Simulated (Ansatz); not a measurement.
**NiSi2, pressure series**

Consider NiSi$_{2}$ (space group Fm-3m, No. 225; non-magnetic).

```
NiSi2
1.0
    0.00000     2.69483     2.69483
    2.69483     0.00000     2.69483
    2.69483     2.69483     0.00000
Ni Si
1 2
Direct
  0.00000   0.00000   0.00000
  0.25000   0.25000   0.25000
  0.75000   0.75000   0.75000
```

Cell and atoms are relaxed at each pressure.

All numbers come from Ansatz (a program for electronic structure), r2SCAN, PAW, cutoff 500 eV, no spin-orbit coupling, earlier PAW set.

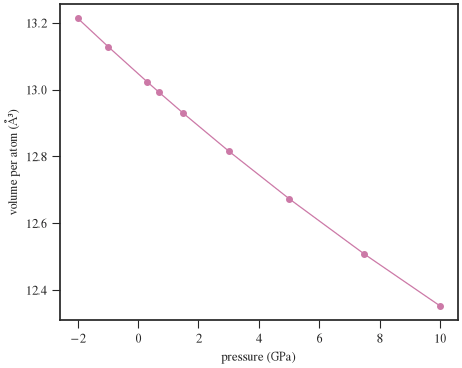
Fig. 1. Volume against pressure

Q: Estimate the zero-pressure bulk modulus from the plot.

A: About 160 GPa; a third-order Birch–Murnaghan fit to the points gives V₀ = 13.05 Å³/atom, B₀ = 161 GPa and B₀′ = 4.5.

Load acts through the strain it causes; cell and atoms are relaxed under it. Stability against distortions was not tested. Competing high-pressure phases were not computed. Seeded moments were not kept for the base. All final runs are without spin polarisation.
